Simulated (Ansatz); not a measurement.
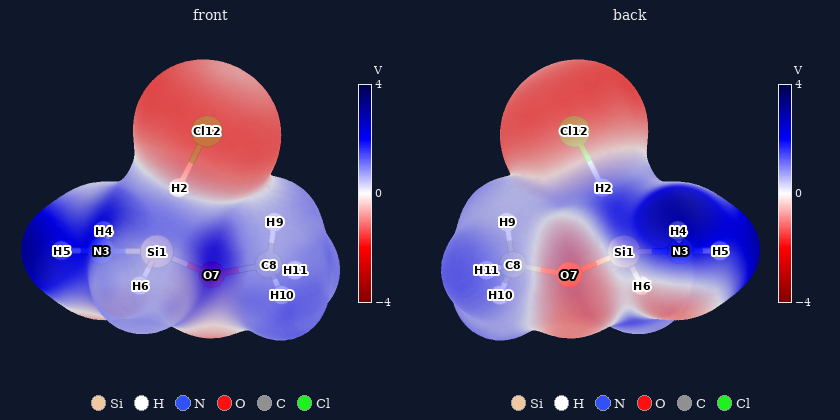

*CH6NOSi···HCl (doublet). The electrostatic potential painted on the density surface at 0.004 e/bohr³, seen from the front and from behind; the colour scale runs from red (negative) to blue (positive).*

These are results of UKS PBE-D4/6-31G* in Ansatz, not measurements.

```yaml
atoms:
  - { symbol: Si, position_ang: [0.1033, -0.0855, -0.0429] }
  - { symbol: H, position_ang: [0.0901, -0.0710, 1.6780] }
  - { symbol: N, position_ang: [1.6498, 0.0375, -0.7880] }
  - { symbol: H, position_ang: [2.3598, -0.6799, -0.6355] }
  - { symbol: H, position_ang: [2.0636, 0.9565, -0.9445] }
  - { symbol: H, position_ang: [-0.6982, 1.1057, -0.4943] }
  - { symbol: O, position_ang: [-0.5196, -1.5780, -0.4225] }
  - { symbol: C, position_ang: [-1.5575, -2.2196, 0.3332] }
  - { symbol: H, position_ang: [-1.4279, -2.0701, 1.4206] }
  - { symbol: H, position_ang: [-2.5487, -1.8362, 0.0307] }
  - { symbol: H, position_ang: [-1.5088, -3.2970, 0.1097] }
  - { symbol: Cl, position_ang: [-0.0660, -0.2184, 3.2625] }
```

Question: Which sites attract a positive test charge, and which a negative one?

Answer: A positive charge is drawn to the negative regions and a negative charge to the positive ones. The most negative region (about −1.4 V) lies over Cl12, the most positive (about +3.0 V) over H4 and H5.
